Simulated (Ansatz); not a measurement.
**Molecular dynamics, with input and output: BClF2 (part 1 of 3)**

BClF2, computed with RKS r2SCAN-D4/def2-SVP (Ansatz 0.2.0).

It belongs to a series of runs on one base structure; here: dynamics from the start. Figures and captions count atoms from 1; the log counts them from 0 in places.

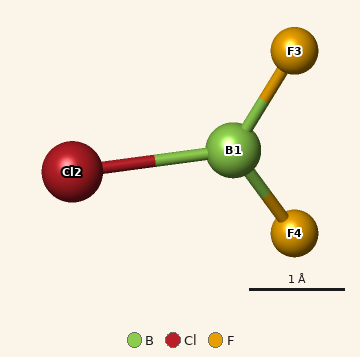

The input geometry (ball-and-stick view, seen at a tilt; atoms are numbered from 1 in the order of the input).

Summary

| quantity | value |
| --- | --- |
| outcome | finished |
| mean temperature over the second half | 217 K |
| trajectory | 100 steps, 200 fs |
| ensemble | nvt_nose_hoover |
| temperature in the input | 300.0 K |
| time step | 2.0 fs |
| potential energy (last step) | −18624.8484 eV |
| mean-field energy (last step) | −18624.8341 eV |
| largest force (length of the vector) (last step) | 1.813 eV/Å |
| hardware | 1 thread of AMD EPYC (Zen 3), 32 GiB of memory available, shared host |
| wall time | 2.9 min |
| peak memory | 0.12 GiB |

Remarks

So short a trajectory is not equilibrated.

Input
```yaml
crystal:
  periodic: [false, false, false]
  atoms:
    - { symbol: B, position_ang: [0.0, 0.0, 0.030655] }
    - { symbol: Cl, position_ang: [0.0, 0.0, 1.777932] }
    - { symbol: F, position_ang: [1.132975, 0.0, -0.634293] }
    - { symbol: F, position_ang: [-1.132975, 0.0, -0.634293] }
basis:
  gaussian: { orbitals: def2-SVP }
hamiltonian:
  xc: r2scan
  dispersion: d4
md:
  timestep: 2.0
  n_steps: 100
  ensemble: nvt_nose_hoover
  temperature: 300.0
  initial_velocities: maxwell_boltzmann
  seed: 240436
  nose_hoover: { tau: 20.0, chain_length: 5 }
```

Launch command:
```bash
ansatz run input.yaml --threads 1 --pin off --max-ram 2048MiB --backend cpu --events-out ev --progress --plain --runs-dir out
```

Log
```
Engine: ansatz 0.2.0, x86_64-unknown-linux-gnu
Functional definition: r2SCAN
  parameter k0 = 0.174
  parameter k1 = 0.065
  parameter a1 = 4.9479
  exchange = r2scan_x(k0 = k0, k1 = k1, a1 = a1)
  correlation = r2scan_c
645 factors; their error is unknown
mean field evaluation 1: about -18623.3621 eV, gradient 3.4e1 eV
mean field evaluation 2: about -18620.7870 eV, gradient 5.3e1 eV
mean field evaluation 4: about -18624.9815 eV, gradient 3.9e-1 eV
mean field evaluation 8: about -18624.9513 eV, gradient 4.0e-2 eV
mean field -18624.95135224 eV, -684.4543377493 hartree, gradient 1.0e-5 eV, S^2 0.000000; 0 other end points of the search recorded, 0 dependent functions left out
the calculation of the forces begins
reference -18624.95135860 eV, -684.4543379831 hartree; 20, 20 occupied and 40, 40 virtual orbitals, 645 factors
md step     0: t =     0.00 fs  T =   300.0 K  F+E_penalty+E_count = -18624.96567850 eV  E_kin = 0.077556 eV  conserved = -18624.88812250 eV  (25 SCF iters)
these checks for a lower state are left out or cut short: starts, cluster_reference, orbital_swaps, neighbouring_geometries, increment
645 factors; their error is unknown
mean field evaluation 16: about -18624.9730 eV, gradient 1.3e0 eV
mean field -18624.94678755 eV, -684.4541700001 hartree, gradient 9.6e-6 eV, S^2 0.000000; 0 other end points of the search recorded, 0 dependent functions left out
the calculation of the forces begins
reference -18624.94679390 eV, -684.4541702336 hartree; 20, 20 occupied and 40, 40 virtual orbitals, 645 factors
md step     1: t =     2.00 fs  T =   282.9 K  F+E_penalty+E_count = -18624.96110848 eV  E_kin = 0.073124 eV  conserved = -18624.88799463 eV  (29 SCF iters)
[... from here on the SCF iterations and repeated set-up lines of each step are left out, up to the last step ...]
md step     2: t =     4.00 fs  T =   238.1 K  F+E_penalty+E_count = -18624.94917295 eV  E_kin = 0.061557 eV  conserved = -18624.88772539 eV  (28 SCF iters)
md step     3: t =     6.00 fs  T =   181.5 K  F+E_penalty+E_count = -18624.93396241 eV  E_kin = 0.046914 eV  conserved = -18624.88746254 eV  (29 SCF iters)
md step     4: t =     8.00 fs  T =   128.3 K  F+E_penalty+E_count = -18624.91950052 eV  E_kin = 0.033162 eV  conserved = -18624.88729535 eV  (28 SCF iters)
md step     5: t =    10.00 fs  T =    88.1 K  F+E_penalty+E_count = -18624.90833466 eV  E_kin = 0.022775 eV  conserved = -18624.88723127 eV  (29 SCF iters)
md step     6: t =    12.00 fs  T =    64.6 K  F+E_penalty+E_count = -18624.90143019 eV  E_kin = 0.016696 eV  conserved = -18624.88722158 eV  (28 SCF iters)
md step     7: t =    14.00 fs  T =    58.7 K  F+E_penalty+E_count = -18624.89893307 eV  E_kin = 0.015172 eV  conserved = -18624.88721212 eV  (29 SCF iters)
md step     8: t =    16.00 fs  T =    72.0 K  F+E_penalty+E_count = -18624.90098818 eV  E_kin = 0.018626 eV  conserved = -18624.88720004 eV  (29 SCF iters)
md step     9: t =    18.00 fs  T =   107.4 K  F+E_penalty+E_count = -18624.90774854 eV  E_kin = 0.027754 eV  conserved = -18624.88725385 eV  (28 SCF iters)
md step    10: t =    20.00 fs  T =   164.4 K  F+E_penalty+E_count = -18624.91826941 eV  E_kin = 0.042500 eV  conserved = -18624.88744323 eV  (28 SCF iters)
md step    11: t =    22.00 fs  T =   234.5 K  F+E_penalty+E_count = -18624.92925763 eV  E_kin = 0.060629 eV  conserved = -18624.88771784 eV  (28 SCF iters)
md step    12: t =    24.00 fs  T =   299.6 K  F+E_penalty+E_count = -18624.93544055 eV  E_kin = 0.077445 eV  conserved = -18624.88789993 eV  (29 SCF iters)
md step    13: t =    26.00 fs  T =   338.3 K  F+E_penalty+E_count = -18624.93197022 eV  E_kin = 0.087464 eV  conserved = -18624.88784070 eV  (28 SCF iters)
md step    14: t =    28.00 fs  T =   336.5 K  F+E_penalty+E_count = -18624.91698910 eV  E_kin = 0.086987 eV  conserved = -18624.88752742 eV  (28 SCF iters)
md step    15: t =    30.00 fs  T =   293.8 K  F+E_penalty+E_count = -18624.89260889 eV  E_kin = 0.075962 eV  conserved = -18624.88702439 eV  (28 SCF iters)
md step    16: t =    32.00 fs  T =   226.7 K  F+E_penalty+E_count = -18624.86455486 eV  E_kin = 0.058608 eV  conserved = -18624.88643235 eV  (28 SCF iters)
md step    17: t =    34.00 fs  T =   164.0 K  F+E_penalty+E_count = -18624.84074020 eV  E_kin = 0.042405 eV  conserved = -18624.88596454 eV  (25 SCF iters)
md step    18: t =    36.00 fs  T =   134.8 K  F+E_penalty+E_count = -18624.82798340 eV  E_kin = 0.034841 eV  conserved = -18624.88582264 eV  (28 SCF iters)
md step    19: t =    38.00 fs  T =   154.2 K  F+E_penalty+E_count = -18624.82873705 eV  E_kin = 0.039852 eV  conserved = -18624.88593131 eV  (27 SCF iters)
md step    20: t =    40.00 fs  T =   221.6 K  F+E_penalty+E_count = -18624.84149116 eV  E_kin = 0.057301 eV  conserved = -18624.88608710 eV  (28 SCF iters)
md step    21: t =    42.00 fs  T =   326.6 K  F+E_penalty+E_count = -18624.86315712 eV  E_kin = 0.084422 eV  conserved = -18624.88632064 eV  (28 SCF iters)
md step    22: t =    44.00 fs  T =   447.3 K  F+E_penalty+E_count = -18624.88884840 eV  E_kin = 0.115630 eV  conserved = -18624.88669062 eV  (28 SCF iters)
md step    23: t =    46.00 fs  T =   552.1 K  F+E_penalty+E_count = -18624.91155130 eV  E_kin = 0.142736 eV  conserved = -18624.88698997 eV  (28 SCF iters)
md step    24: t =    48.00 fs  T =   613.1 K  F+E_penalty+E_count = -18624.92532117 eV  E_kin = 0.158507 eV  conserved = -18624.88709014 eV  (28 SCF iters)
md step    25: t =    50.00 fs  T =   617.4 K  F+E_penalty+E_count = -18624.92757280 eV  E_kin = 0.159618 eV  conserved = -18624.88710217 eV  (28 SCF iters)
md step    26: t =    52.00 fs  T =   565.7 K  F+E_penalty+E_count = -18624.91797641 eV  E_kin = 0.146257 eV  conserved = -18624.88705023 eV  (29 SCF iters)
md step    27: t =    54.00 fs  T =   469.8 K  F+E_penalty+E_count = -18624.89800814 eV  E_kin = 0.121459 eV  conserved = -18624.88682436 eV  (28 SCF iters)
md step    28: t =    56.00 fs  T =   353.0 K  F+E_penalty+E_count = -18624.87208122 eV  E_kin = 0.091257 eV  conserved = -18624.88640979 eV  (28 SCF iters)
md step    29: t =    58.00 fs  T =   245.7 K  F+E_penalty+E_count = -18624.84727003 eV  E_kin = 0.063528 eV  conserved = -18624.88596048 eV  (28 SCF iters)
md step    30: t =    60.00 fs  T =   175.6 K  F+E_penalty+E_count = -18624.83084202 eV  E_kin = 0.045390 eV  conserved = -18624.88565696 eV  (28 SCF iters)
md step    31: t =    62.00 fs  T =   158.3 K  F+E_penalty+E_count = -18624.82748942 eV  E_kin = 0.040914 eV  conserved = -18624.88563065 eV  (28 SCF iters)
md step    32: t =    64.00 fs  T =   193.0 K  F+E_penalty+E_count = -18624.83749855 eV  E_kin = 0.049904 eV  conserved = -18624.88592201 eV  (28 SCF iters)
md step    33: t =    66.00 fs  T =   261.8 K  F+E_penalty+E_count = -18624.85631092 eV  E_kin = 0.067681 eV  conserved = -18624.88644907 eV  (28 SCF iters)
md step    34: t =    68.00 fs  T =   333.9 K  F+E_penalty+E_count = -18624.87594813 eV  E_kin = 0.086329 eV  conserved = -18624.88697264 eV  (29 SCF iters)
md step    35: t =    70.00 fs  T =   380.2 K  F+E_penalty+E_count = -18624.88883111 eV  E_kin = 0.098282 eV  conserved = -18624.88716449 eV  (26 SCF iters)
md step    36: t =    72.00 fs  T =   390.7 K  F+E_penalty+E_count = -18624.89261441 eV  E_kin = 0.101013 eV  conserved = -18624.88693415 eV  (28 SCF iters)
md step    37: t =    74.00 fs  T =   378.9 K  F+E_penalty+E_count = -18624.89114788 eV  E_kin = 0.097957 eV  conserved = -18624.88667122 eV  (28 SCF iters)
md step    38: t =    76.00 fs  T =   359.7 K  F+E_penalty+E_count = -18624.88859695 eV  E_kin = 0.092983 eV  conserved = -18624.88681366 eV  (28 SCF iters)
md step    39: t =    78.00 fs  T =   329.0 K  F+E_penalty+E_count = -18624.88348203 eV  E_kin = 0.085047 eV  conserved = -18624.88713360 eV  (28 SCF iters)
md step    40: t =    80.00 fs  T =   276.5 K  F+E_penalty+E_count = -18624.87218270 eV  E_kin = 0.071485 eV  conserved = -18624.88700859 eV  (28 SCF iters)
md step    41: t =    82.00 fs  T =   215.5 K  F+E_penalty+E_count = -18624.85763676 eV  E_kin = 0.055716 eV  conserved = -18624.88632947 eV  (28 SCF iters)
md step    42: t =    84.00 fs  T =   185.2 K  F+E_penalty+E_count = -18624.85049611 eV  E_kin = 0.047873 eV  conserved = -18624.88569868 eV  (28 SCF iters)
md step    43: t =    86.00 fs  T =   218.4 K  F+E_penalty+E_count = -18624.86019131 eV  E_kin = 0.056464 eV  conserved = -18624.88577811 eV  (28 SCF iters)
md step    44: t =    88.00 fs  T =   308.6 K  F+E_penalty+E_count = -18624.88541526 eV  E_kin = 0.079784 eV  conserved = -18624.88659693 eV  (28 SCF iters)
md step    45: t =    90.00 fs  T =   408.4 K  F+E_penalty+E_count = -18624.91382404 eV  E_kin = 0.105586 eV  conserved = -18624.88751530 eV  (28 SCF iters)
md step    46: t =    92.00 fs  T =   463.7 K  F+E_penalty+E_count = -18624.93153148 eV  E_kin = 0.119873 eV  conserved = -18624.88785902 eV  (28 SCF iters)
md step    47: t =    94.00 fs  T =   453.0 K  F+E_penalty+E_count = -18624.93337661 eV  E_kin = 0.117121 eV  conserved = -18624.88755181 eV  (28 SCF iters)
md step    48: t =    96.00 fs  T =   395.4 K  F+E_penalty+E_count = -18624.92430583 eV  E_kin = 0.102212 eV  conserved = -18624.88708963 eV  (29 SCF iters)
md step    49: t =    98.00 fs  T =   322.2 K  F+E_penalty+E_count = -18624.91196410 eV  E_kin = 0.083287 eV  conserved = -18624.88690245 eV  (28 SCF iters)
md step    50: t =   100.00 fs  T =   251.5 K  F+E_penalty+E_count = -18624.90014896 eV  E_kin = 0.065014 eV  conserved = -18624.88692538 eV  (30 SCF iters)
md step    51: t =   102.00 fs  T =   188.6 K  F+E_penalty+E_count = -18624.88946246 eV  E_kin = 0.048759 eV  conserved = -18624.88690007 eV  (29 SCF iters)
md step    52: t =   104.00 fs  T =   138.7 K  F+E_penalty+E_count = -18624.88097902 eV  E_kin = 0.035866 eV  conserved = -18624.88676521 eV  (28 SCF iters)
md step    53: t =   106.00 fs  T =   110.2 K  F+E_penalty+E_count = -18624.87714972 eV  E_kin = 0.028485 eV  conserved = -18624.88664398 eV  (29 SCF iters)
md step    54: t =   108.00 fs  T =   108.2 K  F+E_penalty+E_count = -18624.87999083 eV  E_kin = 0.027962 eV  conserved = -18624.88664879 eV  (26 SCF iters)
md step    55: t =   110.00 fs  T =   129.7 K  F+E_penalty+E_count = -18624.88948046 eV  E_kin = 0.033532 eV  conserved = -18624.88679354 eV  (28 SCF iters)
md step    56: t =   112.00 fs  T =   164.5 K  F+E_penalty+E_count = -18624.90350399 eV  E_kin = 0.042523 eV  conserved = -18624.88702811 eV  (28 SCF iters)
md step    57: t =   114.00 fs  T =   199.0 K  F+E_penalty+E_count = -18624.91880334 eV  E_kin = 0.051456 eV  conserved = -18624.88728937 eV  (28 SCF iters)
md step    58: t =   116.00 fs  T =   221.4 K  F+E_penalty+E_count = -18624.93208838 eV  E_kin = 0.057237 eV  conserved = -18624.88752148 eV  (28 SCF iters)
md step    59: t =   118.00 fs  T =   224.5 K  F+E_penalty+E_count = -18624.94092555 eV  E_kin = 0.058029 eV  conserved = -18624.88768400 eV  (28 SCF iters)
md step    60: t =   120.00 fs  T =   207.2 K  F+E_penalty+E_count = -18624.94421782 eV  E_kin = 0.053567 eV  conserved = -18624.88776935 eV  (28 SCF iters)
md step    61: t =   122.00 fs  T =   173.5 K  F+E_penalty+E_count = -18624.94214216 eV  E_kin = 0.044864 eV  conserved = -18624.88778149 eV  (29 SCF iters)
md step    62: t =   124.00 fs  T =   130.5 K  F+E_penalty+E_count = -18624.93591394 eV  E_kin = 0.033724 eV  conserved = -18624.88770531 eV  (29 SCF iters)
md step    63: t =   126.00 fs  T =    87.2 K  F+E_penalty+E_count = -18624.92781203 eV  E_kin = 0.022554 eV  conserved = -18624.88753617 eV  (29 SCF iters)
md step    64: t =   128.00 fs  T =    54.6 K  F+E_penalty+E_count = -18624.92102442 eV  E_kin = 0.014123 eV  conserved = -18624.88735245 eV  (29 SCF iters)
md step    65: t =   130.00 fs  T =    41.1 K  F+E_penalty+E_count = -18624.91847344 eV  E_kin = 0.010636 eV  conserved = -18624.88727969 eV  (29 SCF iters)
md step    66: t =   132.00 fs  T =    48.7 K  F+E_penalty+E_count = -18624.92121368 eV  E_kin = 0.012580 eV  conserved = -18624.88735426 eV  (29 SCF iters)
md step    67: t =   134.00 fs  T =    72.2 K  F+E_penalty+E_count = -18624.92812556 eV  E_kin = 0.018663 eV  conserved = -18624.88749201 eV  (29 SCF iters)
md step    68: t =   136.00 fs  T =   104.2 K  F+E_penalty+E_count = -18624.93717288 eV  E_kin = 0.026937 eV  conserved = -18624.88760895 eV  (28 SCF iters)
md step    69: t =   138.00 fs  T =   138.4 K  F+E_penalty+E_count = -18624.94660127 eV  E_kin = 0.035774 eV  conserved = -18624.88770173 eV  (28 SCF iters)
md step    70: t =   140.00 fs  T =   169.6 K  F+E_penalty+E_count = -18624.95498779 eV  E_kin = 0.043845 eV  conserved = -18624.88780575 eV  (28 SCF iters)
md step    71: t =   142.00 fs  T =   191.9 K  F+E_penalty+E_count = -18624.96071868 eV  E_kin = 0.049615 eV  conserved = -18624.88792209 eV  (28 SCF iters)
md step    72: t =   144.00 fs  T =   198.5 K  F+E_penalty+E_count = -18624.96195195 eV  E_kin = 0.051318 eV  conserved = -18624.88799778 eV  (28 SCF iters)
md step    73: t =   146.00 fs  T =   184.6 K  F+E_penalty+E_count = -18624.95740747 eV  E_kin = 0.047718 eV  conserved = -18624.88795958 eV  (26 SCF iters)
md step    74: t =   148.00 fs  T =   151.5 K  F+E_penalty+E_count = -18624.94747746 eV  E_kin = 0.039161 eV  conserved = -18624.88777795 eV  (28 SCF iters)
md step    75: t =   150.00 fs  T =   108.2 K  F+E_penalty+E_count = -18624.93468675 eV  E_kin = 0.027977 eV  conserved = -18624.88751327 eV  (28 SCF iters)
md step    76: t =   152.00 fs  T =    68.4 K  F+E_penalty+E_count = -18624.92284012 eV  E_kin = 0.017671 eV  conserved = -18624.88728844 eV  (29 SCF iters)
md step    77: t =   154.00 fs  T =    44.0 K  F+E_penalty+E_count = -18624.91525999 eV  E_kin = 0.011371 eV  conserved = -18624.88720117 eV  (30 SCF iters)
md step    78: t =   156.00 fs  T =    41.4 K  F+E_penalty+E_count = -18624.91336696 eV  E_kin = 0.010698 eV  conserved = -18624.88725370 eV  (30 SCF iters)
md step    79: t =   158.00 fs  T =    61.3 K  F+E_penalty+E_count = -18624.91656156 eV  E_kin = 0.015846 eV  conserved = -18624.88736921 eV  (29 SCF iters)
md step    80: t =   160.00 fs  T =   102.8 K  F+E_penalty+E_count = -18624.92316158 eV  E_kin = 0.026563 eV  conserved = -18624.88747013 eV  (30 SCF iters)
md step    81: t =   162.00 fs  T =   165.9 K  F+E_penalty+E_count = -18624.93130544 eV  E_kin = 0.042878 eV  conserved = -18624.88753643 eV  (28 SCF iters)
md step    82: t =   164.00 fs  T =   249.0 K  F+E_penalty+E_count = -18624.93897601 eV  E_kin = 0.064384 eV  conserved = -18624.88759824 eV  (28 SCF iters)
md step    83: t =   166.00 fs  T =   340.2 K  F+E_penalty+E_count = -18624.94325073 eV  E_kin = 0.087937 eV  conserved = -18624.88767623 eV  (28 SCF iters)
md step    84: t =   168.00 fs  T =   410.4 K  F+E_penalty+E_count = -18624.93987864 eV  E_kin = 0.106109 eV  conserved = -18624.88772192 eV  (27 SCF iters)
md step    85: t =   170.00 fs  T =   425.2 K  F+E_penalty+E_count = -18624.92453858 eV  E_kin = 0.109923 eV  conserved = -18624.88760574 eV  (28 SCF iters)
md step    86: t =   172.00 fs  T =   368.0 K  F+E_penalty+E_count = -18624.89590419 eV  E_kin = 0.095129 eV  conserved = -18624.88718643 eV  (28 SCF iters)
md step    87: t =   174.00 fs  T =   256.7 K  F+E_penalty+E_count = -18624.85858582 eV  E_kin = 0.066371 eV  conserved = -18624.88646180 eV  (28 SCF iters)
md step    88: t =   176.00 fs  T =   137.2 K  F+E_penalty+E_count = -18624.82297430 eV  E_kin = 0.035461 eV  conserved = -18624.88572132 eV  (28 SCF iters)
md step    89: t =   178.00 fs  T =    57.9 K  F+E_penalty+E_count = -18624.80033921 eV  E_kin = 0.014969 eV  conserved = -18624.88537028 eV  (28 SCF iters)
md step    90: t =   180.00 fs  T =    46.5 K  F+E_penalty+E_count = -18624.79651839 eV  E_kin = 0.012012 eV  conserved = -18624.88548498 eV  (28 SCF iters)
md step    91: t =   182.00 fs  T =   104.9 K  F+E_penalty+E_count = -18624.81041870 eV  E_kin = 0.027110 eV  conserved = -18624.88579383 eV  (29 SCF iters)
md step    92: t =   184.00 fs  T =   220.9 K  F+E_penalty+E_count = -18624.83741554 eV  E_kin = 0.057098 eV  conserved = -18624.88613752 eV  (25 SCF iters)
md step    93: t =   186.00 fs  T =   373.7 K  F+E_penalty+E_count = -18624.87153728 eV  E_kin = 0.096606 eV  conserved = -18624.88656709 eV  (29 SCF iters)
md step    94: t =   188.00 fs  T =   530.0 K  F+E_penalty+E_count = -18624.90489111 eV  E_kin = 0.137026 eV  conserved = -18624.88703628 eV  (28 SCF iters)
md step    95: t =   190.00 fs  T =   647.1 K  F+E_penalty+E_count = -18624.92851396 eV  E_kin = 0.167285 eV  conserved = -18624.88734229 eV  (28 SCF iters)
md step    96: t =   192.00 fs  T =   689.9 K  F+E_penalty+E_count = -18624.93589036 eV  E_kin = 0.178360 eV  conserved = -18624.88734226 eV  (28 SCF iters)
md step    97: t =   194.00 fs  T =   649.8 K  F+E_penalty+E_count = -18624.92592626 eV  E_kin = 0.167979 eV  conserved = -18624.88705551 eV  (28 SCF iters)
md step    98: t =   196.00 fs  T =   547.2 K  F+E_penalty+E_count = -18624.90302954 eV  E_kin = 0.141461 eV  conserved = -18624.88661295 eV  (29 SCF iters)
md step    99: t =   198.00 fs  T =   419.1 K  F+E_penalty+E_count = -18624.87471258 eV  E_kin = 0.108350 eV  conserved = -18624.88617917 eV  (29 SCF iters)
these checks for a lower state are left out or cut short: starts, cluster_reference, orbital_swaps, neighbouring_geometries, increment
645 factors; their error is unknown
mean field -18624.83412572 eV, -684.4500297542 hartree, gradient 2.7e-5 eV, S^2 0.000000; 0 other end points of the search recorded, 0 dependent functions left out
the calculation of the forces begins
reference -18624.83413207 eV, -684.4500299876 hartree; 20, 20 occupied and 40, 40 virtual orbitals, 645 factors
645 factors; their error is unknown
mean field evaluation 800: about -18624.8382 eV, gradient 3.6e0 eV
mean field -18624.83412572 eV, -684.4500297542 hartree, gradient 2.7e-5 eV, S^2 0.000000; 1 other end points of the search recorded, 0 dependent functions left out
the calculation of the forces begins
reference -18624.83413207 eV, -684.4500299876 hartree; 20, 20 occupied and 40, 40 virtual orbitals, 645 factors
md step   100: t =   200.00 fs  T =   300.8 K  F+E_penalty+E_count = -18624.84842794 eV  E_kin = 0.077768 eV  conserved = -18624.88587214 eV  (26 SCF iters)
```

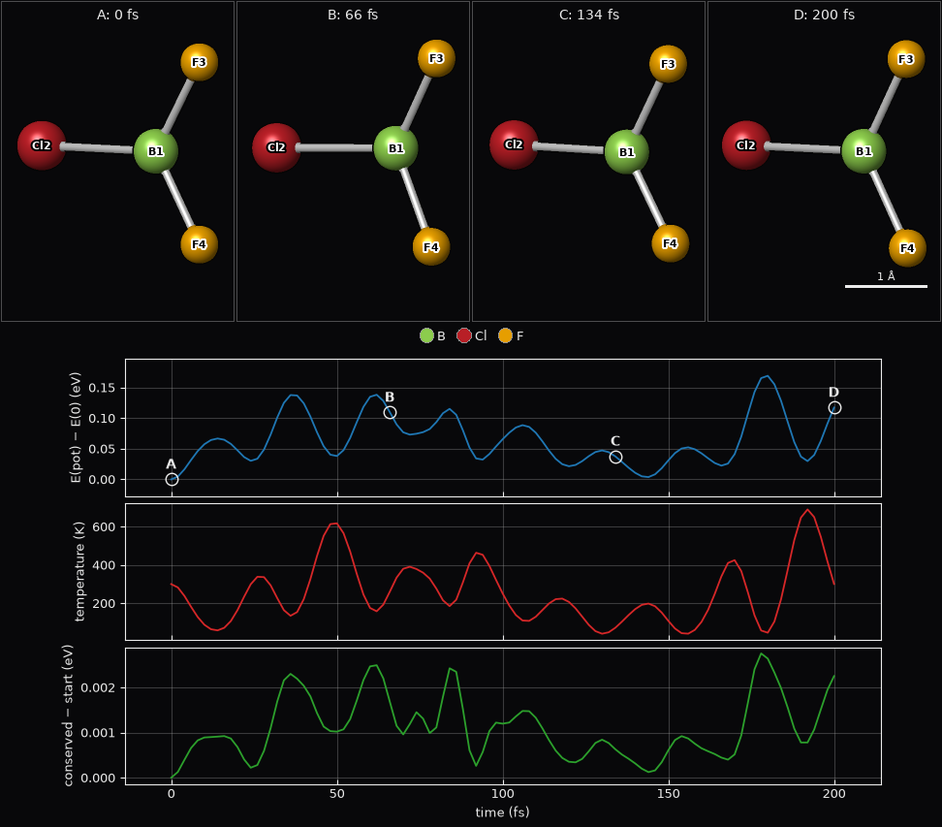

Frames of the molecular dynamics (ball-and-stick, seen at an oblique angle) above the curves, on which the letters mark them. The trajectory kept here has 101 frames over 200 fs. The temperature starts at 300 K, ranges from 41 to 690 K and averages 217 K over the second half. The potential energy ends 0.117 eV above its first value. The conserved quantity stays within 0.0028 eV. After an unweighted best fit of the last frame on the first, the root-mean-square displacement is 0.04 Å.
